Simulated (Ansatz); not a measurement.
**TaSO$_{3}$: density, localisation and related maps**

```
S Ta O
1.0
     5.41699    0.00000    0.00000
    -2.70850   -4.69125    0.00000
     0.00000    0.00000  -14.48631
S Ta O
6 6 18
Direct
  0.00000 0.00000 0.71920
  0.33333 0.66667 0.38587
  0.66667 0.33333 0.05253
  0.33333 0.66667 0.88587
  0.66667 0.33333 0.55253
  0.00000 0.00000 0.21920
  0.00000 0.00000 0.99910
  0.33333 0.66667 0.66577
  0.66667 0.33333 0.33243
  0.66667 0.33333 0.83243
  0.00000 0.00000 0.49910
  0.33333 0.66667 0.16577
  0.70610 0.65663 0.93020
  0.03943 0.32330 0.59687
  0.37277 0.98996 0.26353
  0.28386 0.96057 0.59687
  0.95053 0.29390 0.93020
  0.61720 0.62723 0.26353
  0.34337 0.04947 0.93020
  0.67670 0.71614 0.59687
  0.01004 0.38280 0.26353
  0.37277 0.38280 0.76353
  0.03943 0.71614 0.09687
  0.70610 0.04947 0.43020
  0.61720 0.98996 0.76353
  0.95053 0.65663 0.43020
  0.28386 0.32330 0.09687
  0.01004 0.62723 0.76353
  0.34337 0.29390 0.43020
  0.67670 0.96057 0.09687
```

Space group R3c; built by placing these elements on a known structure type; not relaxed (largest force 2.0 eV/Å); computed pressure about −4 GPa in this cell.

Computed with DFT, PAW plane waves, r2SCAN (Ansatz).

In a PAW calculation such maps are meaningful between the atoms, not at the nuclei.

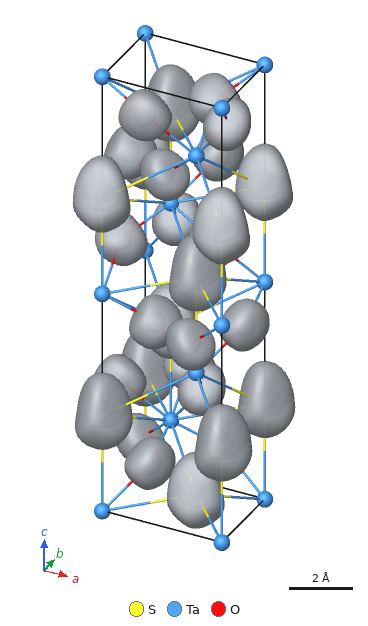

Figure 1. Isosurface of the electron localisation function at 0.7 (grey), seen slightly off an axis. Core shells are left out. Sticks mark near contacts.

What do the ELF domains correspond to?

At this value the surface marks out 18 regions wrapped around O (the valence shell of each) and six regions wrapped around S (the valence shell of each), counted in one cell of 30 atoms. Regions shared between cells count once.


Ta–O (2.01 Å): the ELF peaks at about 0.80 in the valence shell of O, 0.6 Å from its nucleus, and drops to about 0.20 between the two atoms: no shared electron pair shows on this line. Ta–S (3.19 Å): the ELF is about 0.05 at the midpoint; no shared electron pair shows on this line.

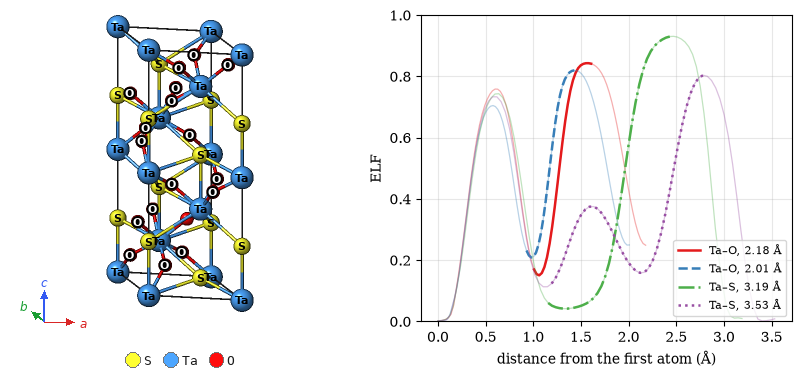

Figure 2. ELF along straight lines between neighbouring atoms. Thin, pale parts lie inside the atomic spheres. The structure is drawn too.

Compare the contacts.

Ta–O (2.18 Å): the ELF peaks at about 0.85 in the valence shell of O, 0.6 Å from its nucleus, and drops to about 0.15 between the two atoms; no shared electron pair shows on this line.


Ta–S (3.53 Å): the ELF is about 0.35 at the midpoint.

How much charge does the calculation move between the atoms?

Electrons move from Ta towards O. Bader charges: S +0.43, Ta +2.84 and O −1.09 e.
